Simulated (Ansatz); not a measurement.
Consider CH4···AsH3 (SMILES C.[AsH3]).

Input

```
crystal:
  periodic: [false, false, false]
  atoms:
    - {symbol: C, position_ang: [-0.033600, 0.101416, -1.760565]}
    - {symbol: H, position_ang: [-1.115269, 0.005256, -1.668782]}
    - {symbol: H, position_ang: [0.240176, 0.133738, -2.814860]}
    - {symbol: H, position_ang: [0.448892, -0.753664, -1.287324]}
    - {symbol: H, position_ang: [0.292444, 1.020000, -1.272739]}
    - {symbol: As, position_ang: [0.083490, 0.489062, 2.053315]}
    - {symbol: H, position_ang: [1.135662, -0.544099, 1.680090]}
    - {symbol: H, position_ang: [-0.004111, -0.034971, 3.479610]}
    - {symbol: H, position_ang: [-1.047683, -0.416740, 1.591353]}
basis:
  gaussian: {orbitals: "def2-TZVPPD.json"}
hamiltonian: {xc: pbe0, dispersion: d4}
output: {orbitals: {seedname: orbitals}}
```

Command:

```sh
ansatz run in.yaml --threads 4 --pin off --events-out ev --progress --plain --max-ram 9574MiB
```

Geometry: PBE0-D4/def2-TZVP.

Computed with RKS PBE0-D4/def2-TZVPPD (Ansatz).

What will maps of the electron density and electron localisation function show?

Answer. C–H (1.09 Å): the density is about 2 e/Å³ at the midpoint; the ELF climbs to about 1 towards the hydrogen, as it does in any bond to H: an ordinary covalent bond to hydrogen.

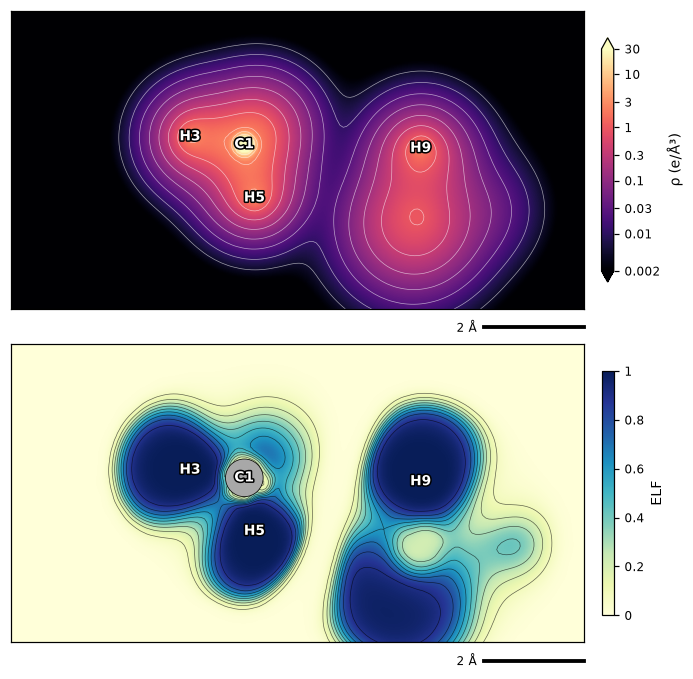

Computed electron density and electron localisation function on the plane of atoms H3, C1 and H5, in this order. Grey discs cover the atomic cores in the ELF map. 
